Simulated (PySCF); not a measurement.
Consider C4H3N (SMILES CC#CC#N).

```xyz
8

C    -1.5096    0.1459   -0.1079
C    -0.0750    0.0071    0.0151
C     1.1312   -0.1087    0.1132
C     2.4942   -0.2410    0.2293
N     3.6473   -0.3535    0.3294
H    -1.8069    1.2030   -0.0277
H    -1.8554   -0.2357   -1.0810
H    -2.0257   -0.4170    0.6851
```

Geometry: PBE0-D3(BJ)/def2-SVP.

Level of theory: PySCF, wB97X-D/def2-SVPD, SCF density, gas phase.

Question: Predict the electron density and electron localisation function between the atoms.

Answer: C–N (1.16 Å): ρ is about 3.4 e/Å³ halfway; the ELF peaks at about 0.85 between the atoms (a multiple bond).
C–C (1.22 Å): the density is about 2.6 e/Å³ at the midpoint; the ELF peaks at about 0.85 between the atoms (a short, multiple covalent bond).
C–H (1.10 Å): the density is about 1.9 e/Å³ at the midpoint; the ELF climbs to about 1 towards the hydrogen, as it does in any bond to H (a covalent bond by its length).
C–C (1.37 Å): the density is about 2 e/Å³ at the midpoint; the ELF peaks at about 0.95 between the atoms; a covalent bond.

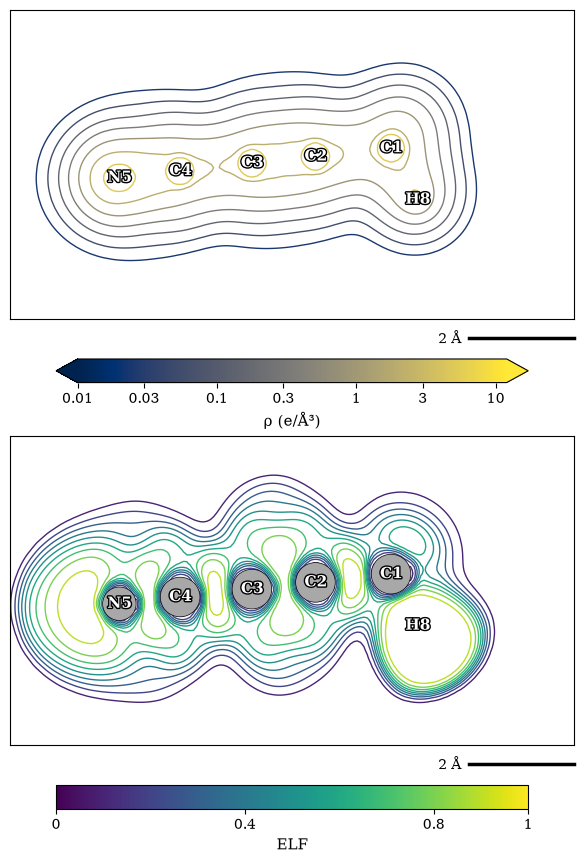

Computed electron density and electron localisation function on the plane of atoms C2, C1 and H8, in this order. Grey discs cover the atomic cores in the ELF map. 
